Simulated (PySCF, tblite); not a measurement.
# C2H12ClNSi4: geometry, infrared bands and NMR shifts

Aim: predict the infrared bands and NMR shifts of C2H12ClNSi4 (`C=C[SiH2][Si@H](Cl)N([SiH3])[SiH3]`).

Programs: tblite 0.8.0 and PySCF 2.14.0, with density-fitted response routines of our own. Each step states its level of theory. These are calculated values for one molecule in the gas phase, unless marked as measured. Atoms count from 0, in the outputs and in this text.

## Step 1: The molecule as given

20 atoms, charge 0, multiplicity 1; geometry from: force field or distance geometry start.

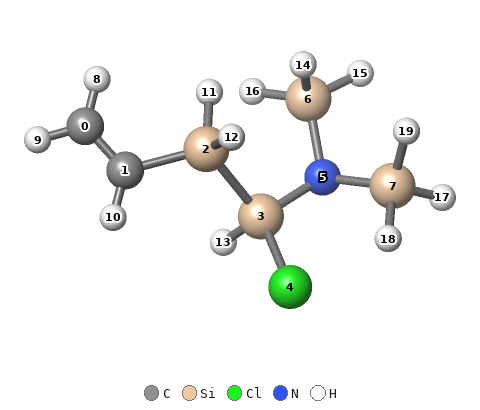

The starting geometry (carbon grey, silicon light orange, chlorine green, nitrogen blue, hydrogen white), atoms numbered.

## Step 2: Geometry optimisation with GFN2-xTB

What the job is given:

```
{"job": {"kind": "relax", "xc": "GFN2-xTB", "basis": "xTB"}, "charge": 0, "multiplicity": 1}
C     -3.825100     0.224300    -0.058400
C     -2.888400    -0.691700    -0.228700
Si    -1.183300    -0.276500     0.376400
Si     0.388600    -0.982400    -1.042800
Cl     0.934800    -2.956000    -0.647500
N      1.766500     0.107600    -0.890200
Si     1.324200     1.727300    -0.305000
Si     3.098600    -0.539700     0.139400
H     -3.655100     1.187900     0.396100
H     -4.826900    -0.044300    -0.409000
H     -3.067000    -1.662400    -0.675000
H     -1.096600     1.191600     0.376400
H     -0.952900    -0.746200     1.760800
H     -0.132800    -0.922600    -2.410000
H      0.862100     1.726100     1.110500
H      2.531400     2.575200    -0.376800
H      0.273600     2.294800    -1.187200
H      4.391200    -0.299400    -0.506500
H      2.950700    -1.991500     0.276100
H      3.101100     0.088700     1.479000
```

Run with:

```bash
> OMP_NUM_THREADS=1 python probes_run.py task.json out
```

The driver reads the jobs from task.json and runs them one after another.

**Question.** This job is followed by: GFN2-xTB harmonic vibrations, gas phase; GIAO PBE0/pcSseg-1 NMR shielding, non-relativistic, gas phase. Predict these results of the whole session: strongest single infrared mode (GFN2-xTB); zero-point energy (GFN2-xTB); 13C shifts against TMS (PBE0/pcSseg-1); 1H shifts against TMS (PBE0/pcSseg-1, means over atoms taken as alike); 29Si shifts against TMS (PBE0/pcSseg-1, means over atoms taken as alike); 35Cl shifts against HCl (PBE0/pcSseg-1); 15N shifts against NH3 (PBE0/pcSseg-1); surface potential, least and greatest.

The runs gave:

| quantity | value |
| --- | --- |
| strongest single infrared mode (GFN2-xTB) | 624 cm⁻¹, 710 km/mol |
| zero-point energy (GFN2-xTB) | 76.5 kcal/mol |
| 13C shifts against TMS (PBE0/pcSseg-1) | 144.7, 136.5 ppm |
| 1H shifts against TMS (PBE0/pcSseg-1, means over atoms taken as alike) | 6.44, 6.28, 6.26, 5.92, 4.70, 4.58, 4.08 ppm |
| 29Si shifts against TMS (PBE0/pcSseg-1, means over atoms taken as alike) | 4.3, -53.6, -72.2 ppm |
| 35Cl shifts against HCl (PBE0/pcSseg-1) | 25 ppm |
| 15N shifts against NH3 (PBE0/pcSseg-1) | 1.4 ppm |
| surface potential, least and greatest | -0.49 V and 1.28 V |

**Reading.** Relaxing lowered the energy by 1.066 eV in 199 steps; the close pair that moved most is Si2–Si3, from 2.232 to 2.314 Å. All 54 modes are real, so the xTB geometry is a minimum. The strongest single mode, at 624 cm⁻¹, moves mainly H13. GFN2-xTB is a fitted tight-binding method: band positions and strengths are rough. Its intensities can rank the bands wrongly. C0 (terminal =CH2 carbon) lies farthest downfield among carbon, at 144.7 ppm; the olefinic region. At PBE0/pcSseg-1, counted by nearest atom on the grid, the HOMO lies on N5 38 %; Si2, Si3 about 9 % each, the LUMO on C0, C1 about 13 % each; Si3 13 %.
